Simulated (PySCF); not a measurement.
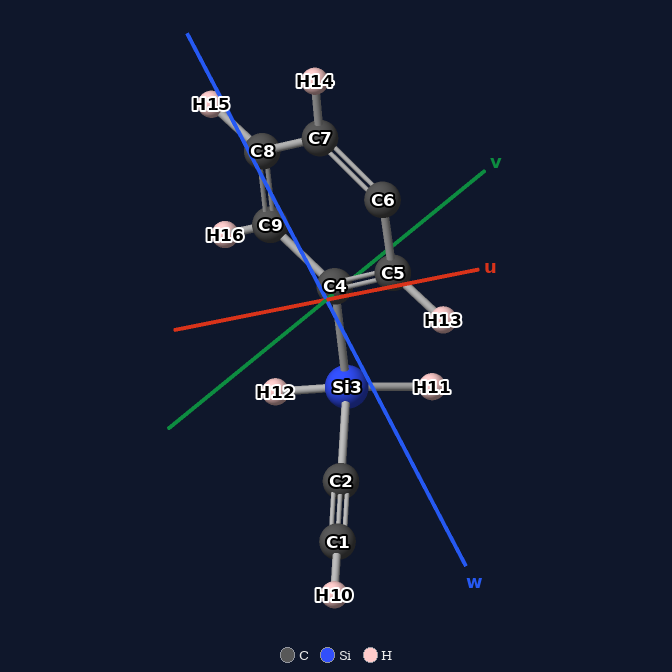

The lines u, v and w are the principal axes of the g tensor. The species is neutral and a spin doublet. Computed geometry: GFN2-xTB optimisation. No frequency run is at hand to confirm it as a minimum. Method: UKS B3LYP, pcH-1 on C H Si, non-relativistic, mean-field spin-orbit, GIAO (PySCF 2.14.0).

### Along which axis does g lie farthest from the free-electron value?

Along w: the shift is −771 ppm.

Give the principal values and shifts.

| axis | g | shift (ppm) |
| --- | --- | --- |
| u | 2.00212 | −199 |
| v | 2.00309 | 770 |
| w | 2.00155 | −771 |

The geometry is semi-empirical. Around Si such bond lengths and angles can be off by a tenth of an ångström or more and by several degrees, and values that hang on the shape move with them.
